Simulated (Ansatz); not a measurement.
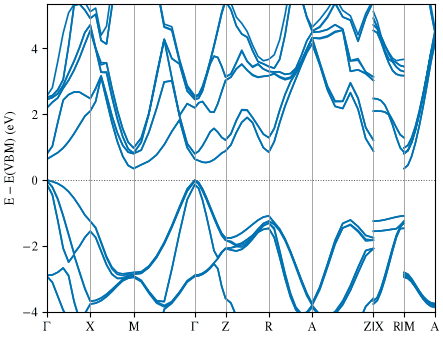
Figure. Band structure from plane-wave PAW PBE with spin–orbit coupling (Ansatz code)

Question: Read off the gap and where the band edges lie.

Answer: About 0.3 eV (0.35 eV by a search for the band edges); maximum at Γ, minimum at M.

The material is Si$_{3}$Ge in space group P-4m2 (No. 115; Si on 2g, Si on 1a, Ge on 1c).

The start of the workflow was typed in or built on a structure type; neither database checked (COD, Materials Project) lists it. Its standing as an ambient phase is unchecked. The PBE relaxation kept the symmetry of its start; whether a distortion lowers the energy is not shown.

Potentials: the later of the program's two PAW sets.
